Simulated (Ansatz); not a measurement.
**Nudged elastic band of Ge2H7Br (part 1 of 2)**

- system: Ge2H7Br
- method: RKS B3LYP-D4/def2-SVP (Ansatz 0.2.0)

It belongs to a series of runs on one base structure; here: band between the two ends. Figures and captions count atoms from 1; the log counts them from 0 in places.

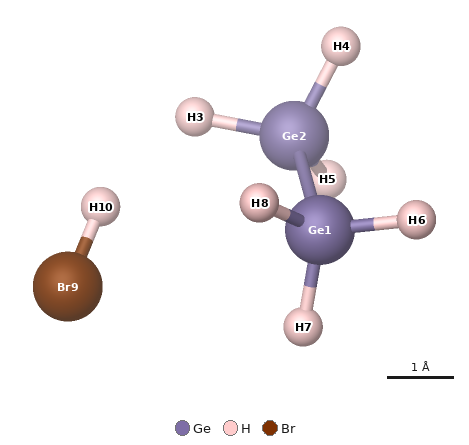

The structure as given in the input (ball-and-stick view, seen at a tilt; atoms are numbered from 1 in the order of the input). Sticks mark near contacts. Bond lengths as drawn: Br–H 1.43 Å, Ge–Ge 2.44 Å and Ge–H 1.54 to 1.55 Å.

The input:
```yaml
crystal:
  periodic: [false, false, false]
  atoms:
    - { symbol: Ge, position_ang: [0.292726, -0.013758, 0.13016] }
    - { symbol: Ge, position_ang: [0.300315, 0.010943, 2.5707] }
    - { symbol: H, position_ang: [-1.055093, -0.489311, 3.127222] }
    - { symbol: H, position_ang: [1.396692, -0.916847, 3.134767] }
    - { symbol: H, position_ang: [0.528699, 1.435694, 3.115822] }
    - { symbol: H, position_ang: [1.750698, -0.029234, -0.378608] }
    - { symbol: H, position_ang: [-0.414185, 1.238785, -0.419954] }
    - { symbol: H, position_ang: [-0.424548, -1.276254, -0.386655] }
    - { symbol: Br, position_ang: [-3.654033, 0.234507, 1.022371] }
    - { symbol: H, position_ang: [-2.823872, -0.194525, 2.106576] }
basis:
  gaussian: { orbitals: def2-SVP }
hamiltonian:
  xc: b3lyp
  dispersion: d4
neb:
  order_check: false
  images: 7
  f_tol: 0.05
  max_iterations: 60
  optimiser: fire
  climbing: true
  final_atoms:
    - { symbol: Ge, position_ang: [-0.4938098, 0.22940256, -0.68105662] }
    - { symbol: Ge, position_ang: [-0.15937517, -0.29880324, 3.44049755] }
    - { symbol: H, position_ang: [-0.48552672, -0.68003349, 4.89654919] }
    - { symbol: H, position_ang: [1.08113768, -1.08627634, 2.97449369] }
    - { symbol: H, position_ang: [0.1354859, 1.20970188, 3.35450723] }
    - { symbol: H, position_ang: [0.5358541, 0.87797368, 0.25771837] }
    - { symbol: H, position_ang: [-0.22501239, 0.59999499, -2.14901674] }
    - { symbol: H, position_ang: [-0.54710018, -1.2942194, -0.48675669] }
    - { symbol: Br, position_ang: [-2.59017123, 1.08496944, -0.11925208] }
    - { symbol: H, position_ang: [-1.35408318, -0.64271008, 2.53471711] }
  initial_path:
    images:
      - { positions_ang: [[0.292726, -0.013758, 0.13016], [0.300315, 0.010943, 2.5707], [-1.055093, -0.489311, 3.127222], [1.396692, -0.916847, 3.134767], [0.528699, 1.435694, 3.115822], [1.750698, -0.029234, -0.378608], [-0.414185, 1.238785, -0.419954], [-0.424548, -1.276254, -0.386655], [-3.654033, 0.234507, 1.022371], [-2.823872, -0.194525, 2.106576]] }
      - { positions_ang: [[0.22123644, -0.0103079, 0.09811949], [0.22360762, 0.00831324, 2.61601646], [-1.14245673, -0.47501083, 3.16108636], [1.31338064, -0.93558151, 3.16974461], [0.47506445, 1.43311615, 3.15454726], [1.68073442, -0.02172178, -0.41074018], [-0.49100376, 1.24517598, -0.4444407], [-0.4984112, -1.27350315, -0.41937695], [-3.38042828, 0.17555042, 0.97703138], [-2.50432459, -0.14603062, 2.12041326]] }
      - { positions_ang: [[0.14974688, -0.00685781, 0.06607898], [0.14690024, 0.00568347, 2.66133293], [-1.22982046, -0.46071066, 3.19495072], [1.23006928, -0.95431602, 3.20472223], [0.42142989, 1.4305383, 3.19327252], [1.61077083, -0.01420955, -0.44287236], [-0.56782251, 1.25156697, -0.46892741], [-0.57227439, -1.27075231, -0.45209889], [-3.10682356, 0.11659384, 0.93169176], [-2.18477719, -0.09753623, 2.13425052]] }
      - { positions_ang: [[0.07825732, -0.00340771, 0.03403847], [0.07019285, 0.00305371, 2.70664939], [-1.31718419, -0.4464105, 3.22881508], [1.14675792, -0.97305052, 3.23969984], [0.36779534, 1.42796045, 3.23199778], [1.54080725, -0.00669733, -0.47500454], [-0.64464127, 1.25795795, -0.49341411], [-0.64613759, -1.26800146, -0.48482084], [-2.83321885, 0.05763726, 0.88635214], [-1.86522978, -0.04904185, 2.14808778]] }
      - { positions_ang: [[0.00676775, 4.238e-05, 0.00199796], [-0.00651453, 0.00042394, 2.75196586], [-1.40454792, -0.43211033, 3.26267944], [1.06344656, -0.99178503, 3.27467745], [0.31416078, 1.4253826, 3.27072304], [1.47084367, 0.0008149, -0.50713672], [-0.72146002, 1.26434893, -0.51790081], [-0.72000079, -1.26525062, -0.51754278], [-2.55961413, -0.00131932, 0.84101252], [-1.54568237, -0.00054746, 2.16192505]] }
      - { positions_ang: [[-0.11837663, 0.05738243, -0.16876569], [-0.04472969, -0.07438285, 2.92409878], [-1.17479262, -0.49409112, 3.67114688], [1.06786934, -1.01540786, 3.19963151], [0.26949206, 1.37146242, 3.29166909], [1.23709628, 0.22010459, -0.31592295], [-0.59734811, 1.09826045, -0.92567979], [-0.67677564, -1.27249281, -0.50984626], [-2.5672534, 0.27025287, 0.60094637], [-1.49778258, -0.16108812, 2.25512306]] }
      - { positions_ang: [[-0.24352102, 0.11472247, -0.33952933], [-0.08294485, -0.14918965, 3.09623171], [-0.94503732, -0.55607191, 4.07961432], [1.07229212, -1.03903069, 3.12458557], [0.22482334, 1.31754224, 3.31261513], [1.00334888, 0.43939429, -0.12470917], [-0.4732362, 0.93217196, -1.33345878], [-0.63355049, -1.27973501, -0.50214974], [-2.57489268, 0.54182506, 0.36088022], [-1.44988278, -0.32162877, 2.34832108]] }
      - { positions_ang: [[-0.36866541, 0.17206252, -0.51029298], [-0.12116001, -0.22399645, 3.26836463], [-0.71528202, -0.6180527, 4.48808175], [1.0767149, -1.06265351, 3.04953963], [0.18015462, 1.26362206, 3.33356118], [0.76960149, 0.65868399, 0.0665046], [-0.3491243, 0.76608347, -1.74123776], [-0.59032534, -1.28697721, -0.49445322], [-2.58253196, 0.81339725, 0.12081407], [-1.40198298, -0.48216942, 2.44151909]] }
      - { positions_ang: [[-0.4938098, 0.22940256, -0.68105662], [-0.15937517, -0.29880324, 3.44049755], [-0.48552672, -0.68003349, 4.89654919], [1.08113768, -1.08627634, 2.97449369], [0.1354859, 1.20970188, 3.35450723], [0.5358541, 0.87797368, 0.25771837], [-0.22501239, 0.59999499, -2.14901674], [-0.54710018, -1.2942194, -0.48675669], [-2.59017123, 1.08496944, -0.11925208], [-1.35408318, -0.64271008, 2.53471711]] }
```

Machine: 4 threads of Arm Neoverse V1, 24 GiB of memory available, shared host.

Launched with:
```bash
ansatz run input.yaml --threads 4 --pin off --max-ram 5120MiB --backend cpu --events-out ev --progress --plain --runs-dir out
```

Log:
```
Engine: ansatz 0.2.0, aarch64-unknown-linux-gnu
Functional definition: B3LYP
  parameter a0 = 0.2
  parameter ax = 0.72
  parameter ac = 0.81
  exchange = (1 - a0 - ax)*slater_x + ax*b88_x + a0*exact_x
  correlation = (1 - ac)*vwn_rpa_c + ac*lyp_c
1399 factors; integrals over basis functions are off by at most 3.3e-4 eV
mean field evaluation 1: about -183176.7944 eV, gradient 2.3e1 eV
mean field evaluation 2: about -183177.1398 eV, gradient 2.0e1 eV
mean field evaluation 4: about -183177.4914 eV, gradient 2.4e-1 eV
mean field evaluation 8: about -183177.4951 eV, gradient 2.3e-2 eV
mean field -183177.49508785 eV, -6731.6487823128 hartree, gradient 3.3e-5 eV, S^2 0.000000; 0 other end points of the search recorded, 0 dependent functions left out
the calculation of the forces begins
reference -183177.49539316 eV, -6731.6487935328 hartree; 53, 53 occupied and 78, 78 virtual orbitals, 1399 factors
1396 factors; integrals over basis functions are off by at most 9.2e-4 eV
mean field evaluation 16: about -183177.4939 eV, gradient 2.3e1 eV
mean field -183177.97528450 eV, -6731.6664292144 hartree, gradient 1.1e-5 eV, S^2 0.000000; 0 other end points of the search recorded, 0 dependent functions left out
[... from here on the field's lines of each further geometry are left out, up to the last ...]
NEB iter   1: max|band force component| = 6.806e0 eV/Å  barrier→ = 4.4926 eV  barrier← = 4.9587 eV  Δτ_max = 0.1101 Å  (219 SCF iters)
NEB iter   2: max|band force component| = 2.775e0 eV/Å  barrier→ = 3.6352 eV  barrier← = 4.1014 eV  Δτ_max = 0.1186 Å  (183 SCF iters)
NEB iter   3: max|band force component| = 2.864e0 eV/Å  barrier→ = 3.3031 eV  barrier← = 3.7692 eV  Δτ_max = 0.0142 Å  (185 SCF iters)
NEB iter   4: max|band force component| = 2.317e0 eV/Å  barrier→ = 3.2526 eV  barrier← = 3.7187 eV  Δτ_max = 0.0262 Å  (163 SCF iters)
NEB iter   5: max|band force component| = 1.979e0 eV/Å  barrier→ = 3.1731 eV  barrier← = 3.6392 eV  Δτ_max = 0.0339 Å  (168 SCF iters)
NEB iter   6: max|band force component| = 1.868e0 eV/Å  barrier→ = 3.0918 eV  barrier← = 3.5580 eV  Δτ_max = 0.0354 Å  (170 SCF iters)
NEB iter   7: max|band force component| = 1.689e0 eV/Å  barrier→ = 3.0232 eV  barrier← = 3.4894 eV  Δτ_max = 0.0393 Å  (172 SCF iters)
NEB iter   8: max|band force component| = 1.650e0 eV/Å  barrier→ = 2.9615 eV  barrier← = 3.4276 eV  Δτ_max = 0.0065 Å  (170 SCF iters)
NEB iter   9: max|band force component| = 1.436e0 eV/Å  barrier→ = 2.9424 eV  barrier← = 3.4086 eV  Δτ_max = 0.0119 Å  (151 SCF iters)
NEB iter  10: max|band force component| = 1.399e0 eV/Å  barrier→ = 2.9083 eV  barrier← = 3.3745 eV  Δτ_max = 0.0164 Å  (160 SCF iters)
NEB iter  11: max|band force component| = 1.333e0 eV/Å  barrier→ = 2.8650 eV  barrier← = 3.3311 eV  Δτ_max = 0.0215 Å  (167 SCF iters)
NEB iter  12: max|band force component| = 1.227e0 eV/Å  barrier→ = 2.8170 eV  barrier← = 3.2832 eV  Δτ_max = 0.0260 Å  (171 SCF iters)
NEB iter  13: max|band force component| = 1.082e0 eV/Å  barrier→ = 2.7651 eV  barrier← = 3.2312 eV  Δτ_max = 0.0296 Å  (168 SCF iters)
NEB iter  14: max|band force component| = 1.134e0 eV/Å  barrier→ = 2.7068 eV  barrier← = 3.1729 eV  Δτ_max = 0.0356 Å  (165 SCF iters)
NEB iter  15: max|band force component| = 9.243e-1 eV/Å  barrier→ = 2.6328 eV  barrier← = 3.0989 eV  Δτ_max = 0.0415 Å  (163 SCF iters)
NEB iter  16: max|band force component| = 8.208e-1 eV/Å  barrier→ = 2.5441 eV  barrier← = 3.0102 eV  Δτ_max = 0.0510 Å  (170 SCF iters)
NEB iter  17: max|band force component| = 7.190e-1 eV/Å  barrier→ = 2.4491 eV  barrier← = 2.9152 eV  Δτ_max = 0.0628 Å  (170 SCF iters)
NEB iter  18: max|band force component| = 8.132e-1 eV/Å  barrier→ = 2.3537 eV  barrier← = 2.8198 eV  Δτ_max = 0.0748 Å  (171 SCF iters)
NEB iter  19: max|band force component| = 7.542e-1 eV/Å  barrier→ = 2.2512 eV  barrier← = 2.7173 eV  Δτ_max = 0.0864 Å  (170 SCF iters)
NEB iter  20: max|band force component| = 7.351e-1 eV/Å  barrier→ = 2.1382 eV  barrier← = 2.6043 eV  Δτ_max = 0.0967 Å  (169 SCF iters)
NEB iter  21: max|band force component| = 7.119e-1 eV/Å  barrier→ = 2.0199 eV  barrier← = 2.4860 eV  Δτ_max = 0.0134 Å  (171 SCF iters)
NEB iter  22: max|band force component| = 6.913e-1 eV/Å  barrier→ = 1.9940 eV  barrier← = 2.4601 eV  Δτ_max = 0.0265 Å  (160 SCF iters)
NEB iter  23: max|band force component| = 7.111e-1 eV/Å  barrier→ = 1.9494 eV  barrier← = 2.4155 eV  Δτ_max = 0.0387 Å  (169 SCF iters)
NEB iter  24: max|band force component| = 6.979e-1 eV/Å  barrier→ = 1.8868 eV  barrier← = 2.3529 eV  Δτ_max = 0.0492 Å  (166 SCF iters)
NEB iter  25: max|band force component| = 6.497e-1 eV/Å  barrier→ = 1.8057 eV  barrier← = 2.2719 eV  Δτ_max = 0.0584 Å  (172 SCF iters)
NEB iter  26: max|band force component| = 5.830e-1 eV/Å  barrier→ = 1.7136 eV  barrier← = 2.1797 eV  Δτ_max = 0.0653 Å  (171 SCF iters)
NEB iter  27: max|band force component| = 5.949e-1 eV/Å  barrier→ = 1.6093 eV  barrier← = 2.0754 eV  Δτ_max = 0.0762 Å  (172 SCF iters)
NEB iter  28: max|band force component| = 5.231e-1 eV/Å  barrier→ = 1.4977 eV  barrier← = 1.9638 eV  Δτ_max = 0.0876 Å  (174 SCF iters)
NEB iter  29: max|band force component| = 1.098e0 eV/Å  barrier→ = 1.6015 eV  barrier← = 2.0677 eV  CI = image 4  Δτ_max = 0.1184 Å  (176 SCF iters)
NEB iter  30: max|band force component| = 8.375e-1 eV/Å  barrier→ = 1.7858 eV  barrier← = 2.2520 eV  CI = image 4  Δτ_max = 0.1523 Å  (173 SCF iters)
NEB iter  31: max|band force component| = 5.797e-1 eV/Å  barrier→ = 1.9222 eV  barrier← = 2.3883 eV  CI = image 4  Δτ_max = 0.1715 Å  (172 SCF iters)
NEB iter  32: max|band force component| = 8.787e-1 eV/Å  barrier→ = 1.8368 eV  barrier← = 2.3029 eV  CI = image 4  Δτ_max = 0.0320 Å  (178 SCF iters)
NEB iter  33: max|band force component| = 6.136e-1 eV/Å  barrier→ = 1.8106 eV  barrier← = 2.2767 eV  CI = image 4  Δτ_max = 0.0229 Å  (169 SCF iters)
NEB iter  34: max|band force component| = 4.580e-1 eV/Å  barrier→ = 1.8106 eV  barrier← = 2.2767 eV  CI = image 4  Δτ_max = 0.0424 Å  (163 SCF iters)
NEB iter  35: max|band force component| = 4.214e-1 eV/Å  barrier→ = 1.8260 eV  barrier← = 2.2922 eV  CI = image 4  Δτ_max = 0.0576 Å  (169 SCF iters)
NEB iter  36: max|band force component| = 2.926e-1 eV/Å  barrier→ = 1.8536 eV  barrier← = 2.3197 eV  CI = image 4  Δτ_max = 0.0126 Å  (174 SCF iters)
NEB iter  37: max|band force component| = 2.273e-1 eV/Å  barrier→ = 1.8504 eV  barrier← = 2.3166 eV  CI = image 4  Δτ_max = 0.0213 Å  (163 SCF iters)
NEB iter  38: max|band force component| = 1.580e-1 eV/Å  barrier→ = 1.8484 eV  barrier← = 2.3145 eV  CI = image 4  Δτ_max = 0.0261 Å  (161 SCF iters)
NEB iter  39: max|band force component| = 1.153e-1 eV/Å  barrier→ = 1.8486 eV  barrier← = 2.3148 eV  CI = image 4  Δτ_max = 0.0048 Å  (162 SCF iters)
NEB iter  40: max|band force component| = 1.182e-1 eV/Å  barrier→ = 1.8474 eV  barrier← = 2.3135 eV  CI = image 4  Δτ_max = 0.0099 Å  (149 SCF iters)
NEB iter  41: max|band force component| = 1.151e-1 eV/Å  barrier→ = 1.8461 eV  barrier← = 2.3122 eV  CI = image 4  Δτ_max = 0.0151 Å  (155 SCF iters)
NEB iter  42: max|band force component| = 1.009e-1 eV/Å  barrier→ = 1.8456 eV  barrier← = 2.3117 eV  CI = image 4  Δτ_max = 0.0045 Å  (157 SCF iters)
NEB iter  43: max|band force component| = 9.390e-2 eV/Å  barrier→ = 1.8452 eV  barrier← = 2.3113 eV  CI = image 4  Δτ_max = 0.0087 Å  (135 SCF iters)
NEB iter  44: max|band force component| = 8.199e-2 eV/Å  barrier→ = 1.8447 eV  barrier← = 2.3109 eV  CI = image 4  Δτ_max = 0.0120 Å  (144 SCF iters)
```
